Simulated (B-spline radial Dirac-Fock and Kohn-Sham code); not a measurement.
The ion Ag³⁺, configuration [Kr] 4d8. Method: independent-particle rates on relativistic LDA orbitals of the hole state (multipoles to L = 3), energies from Dirac–Fock ΔSCF (computed with a B-spline radial code).

Before looking at the plot, say what to expect. Its caption: X-ray emission lines that fill an L2 (2p1/2) hole, as sticks. Multiplet splitting by the open shell is left out.

The strongest line is L2-M4 (Lβ1) at 3.1521 keV with 88.9 % of the photons, then L2-N4 (Lγ1) at 3.5261 keV (8.1 %), L2-M1 (Lη) at 2.8049 keV (2.5 %), L2-N1 at 3.4246 keV (0.50 %), L2-M3 at 2.9509 keV (0.027 %). The hole has a width of 2.31 eV and a fluorescence yield of 0.0552.

Here it is:

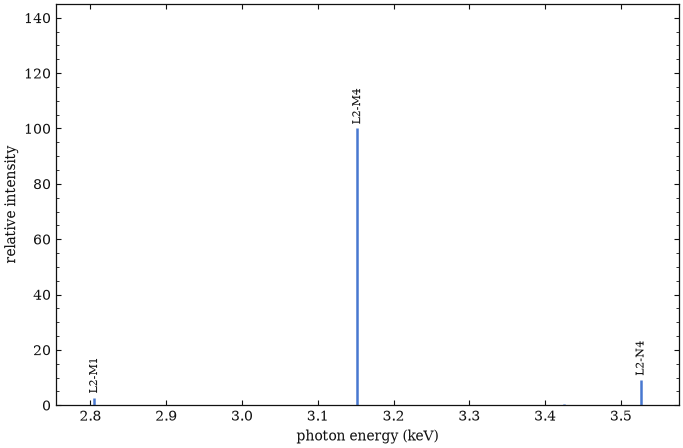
